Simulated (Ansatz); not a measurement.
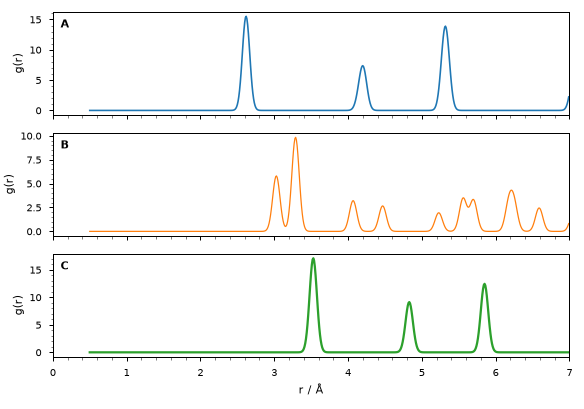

Calculated partial radial distribution functions of Ga₂AsN, each distance broadened by a Gaussian of σ = 0.05 Å. Structure used: the input geometry of an electronic-structure calculation (not necessarily at equilibrium); the starting structure was generated, so it need not be a known form of this composition.

```xyz
12
Lattice="3.2931 0.0000 0.0000 -1.6465 2.8519 0.0000 0.0000 0.0000 17.8627" Properties=species:S:1:pos:R:3 pbc="T T T"
N     0.0000    0.0000    0.0000
As    1.6465    0.9506   14.8856
Ga    0.0000    1.9013   16.6836
Ga    0.0000    0.0000   13.0876
N     1.6465    0.9506    5.9542
As    0.0000    1.9013    2.9771
Ga    0.0000    0.0000    4.7751
Ga    1.6465    0.9506    1.1791
N     0.0000    1.9013   11.9085
As    0.0000    0.0000    8.9313
Ga    1.6465    0.9506   10.7293
Ga    0.0000    1.9013    7.1333
```

Question: The panels are unlabelled. Name the pair for each.

Answer: panel A is As–Ga (first distance 2.62 Å); panel B is Ga–Ga (first distance 3.03 Å); panel C is N–As (first distance 3.53 Å).

Question: Give the first two coordination shells of each pair (distances closer than 0.12 Å counted as one shell; neighbours averaged over all atoms of the first element).

Answer:
| pair | first shell (Å) | neighbours in it | second shell (Å) | neighbours in the second |
| --- | --- | --- | --- | --- |
| As–Ga | 2.62 | 6 Ga per As | 4.16–4.21 | 8 |
| Ga–Ga | 3.03 | 3 Ga per Ga | 3.29 | 6 |
| N–As | 3.53 | 6 As per N | 4.83 | 6 |
